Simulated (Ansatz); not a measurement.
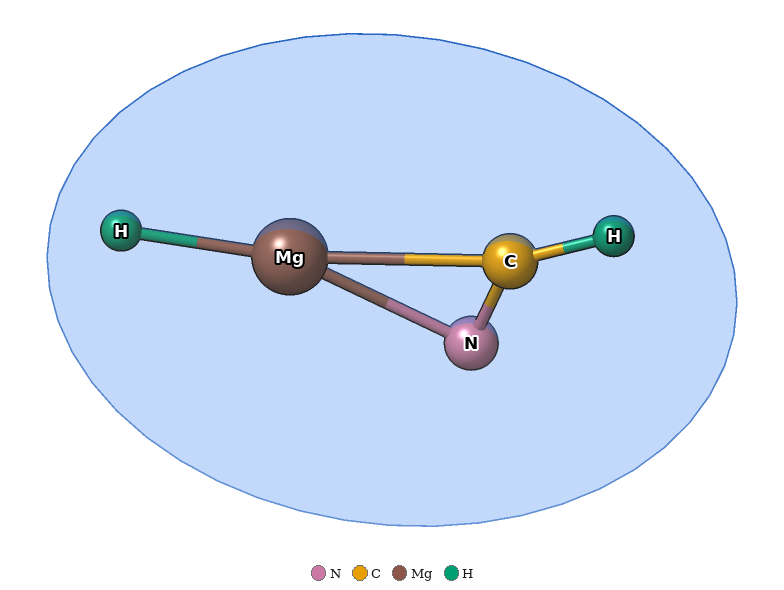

All proper rotation axes (lines) and mirror planes (discs) of the structure are drawn in. Depth is shown by fading: the farther an atom, the more it takes the colour of the background. The species is neutral and a spin doublet. Computed geometry: PBE-D4/def2-SVP optimisation. No frequency run is at hand to confirm it as a minimum.

### Name the symmetry elements and the point group.

It has 1 mirror plane. Point group Cs. The group has 2 operations. The geometry is achiral, and symmetry allows a dipole moment.
